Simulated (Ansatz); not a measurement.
```sh
ansatz run in.yaml --threads 2 --pin off --events-out ev --progress --plain --max-ram 4352MiB
```

```yaml
crystal:
  periodic: [false, false, false]
  atoms:
    - {symbol: O, position_ang: [0.190690, 1.060942, -0.611343]}
    - {symbol: Si, position_ang: [1.309284, 1.965270, 0.155712]}
    - {symbol: Sn, position_ang: [-0.671350, -0.703106, -0.329076]}
    - {symbol: H, position_ang: [-2.334829, -0.366691, -0.205089]}
    - {symbol: H, position_ang: [-0.290130, -1.608149, -1.718783]}
    - {symbol: H, position_ang: [0.008907, -1.327012, 1.101448]}
    - {symbol: H, position_ang: [1.622579, 1.017278, 1.353848]}
basis:
  gaussian: {orbitals: def2-TZVPP}
correlation: {method: ccsd_t}
```

Work out the structure from the coordinates.

It has 7 atoms: 4 hydrogen, 1 oxygen, 1 silicon and 1 tin (H₄OSiSn). The point group is Cs. Coordination: 1 O bent; 1 Si bent; 1 Sn tetrahedral.

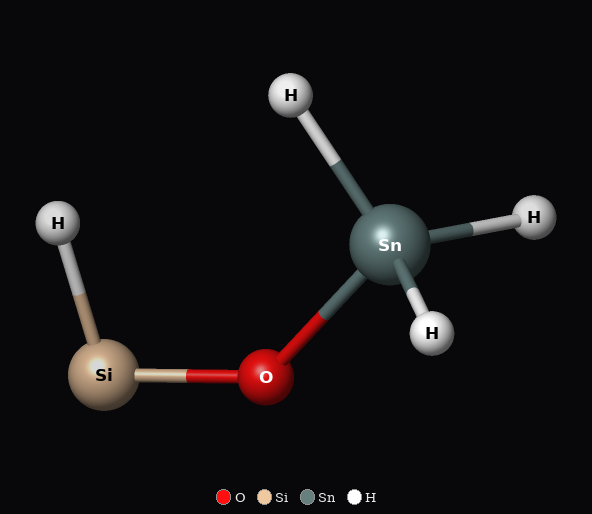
